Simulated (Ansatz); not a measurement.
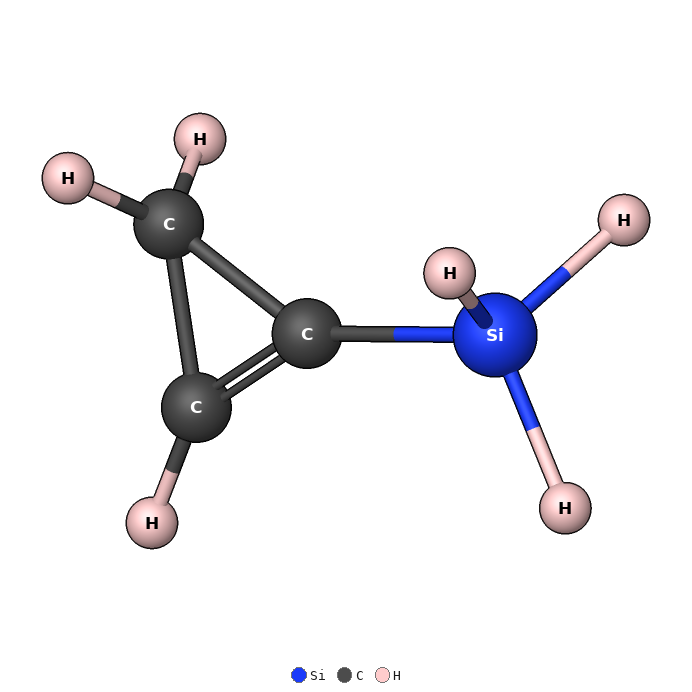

Harmonic vibrations computed with RKS PBE0-D4/def2-TZVP (Ansatz 0.2.0) at a stationary point of the same level.

**How many imaginary frequencies does it have?**

A minimum: no imaginary frequency, and the lowest mode lies at 111 cm⁻¹.

**List the wavenumbers.**

24 modes: 111, 186, 211, 510, 660, 663, 772, 900, 924, 938, 942, 995, 1014, 1063, 1102, 1174, 1516, 1794, 2229, 2229, 2236, 3067, 3135, 3281 cm⁻¹.
